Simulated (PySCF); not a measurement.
```yaml
atoms:
  - { symbol: C, position_ang: [-0.9658, -0.9361, 0.0778] }
  - { symbol: C, position_ang: [0.1427, 0.0747, -0.0152] }
  - { symbol: C, position_ang: [1.4304, -0.3866, -0.1822] }
  - { symbol: Cl, position_ang: [2.7843, 0.6408, -0.3064] }
  - { symbol: C, position_ang: [-0.1521, 1.4197, 0.0657] }
  - { symbol: Cl, position_ang: [-1.7428, 1.9860, 0.2628] }
  - { symbol: H, position_ang: [-1.4901, -0.8276, 1.0251] }
  - { symbol: H, position_ang: [-0.5775, -1.9471, 0.0043] }
  - { symbol: H, position_ang: [-1.6857, -0.7735, -0.7217] }
  - { symbol: H, position_ang: [1.6622, -1.4354, -0.2457] }
  - { symbol: H, position_ang: [0.6000, 2.1878, 0.0095] }
```

Geometry: GFN2-xTB.

Method: PySCF 2.14.0, density-fitted response routines, UKS B3LYP, pcH-1 on C Cl H, non-relativistic, mean-field spin-orbit, GIAO.

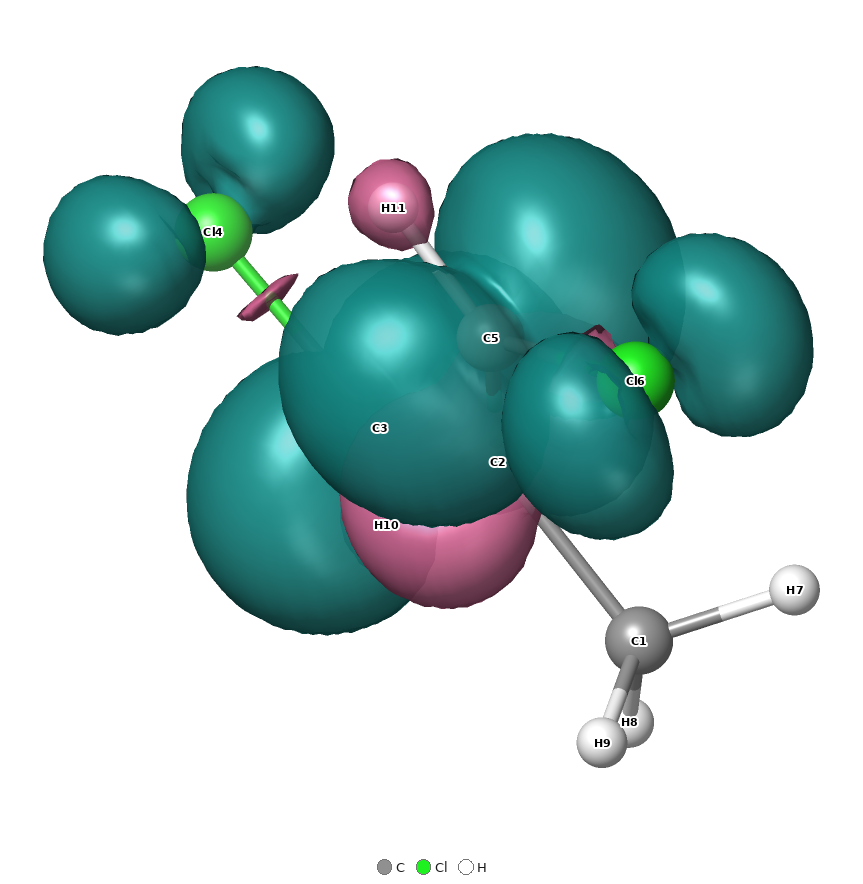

C4H5Cl2 (doublet). Isosurfaces of the spin density at +0.015 (teal) and −0.015 e/Å³ (pink), seen at an oblique angle.

Question: Describe the spin distribution.

Answer: The unpaired spin (1 electron) lies mostly on C5 (about 0.4), C3 (about 0.4), Cl6 (about 0.1) and Cl4 (about 0.1), in electrons by Hirshfeld's partition.
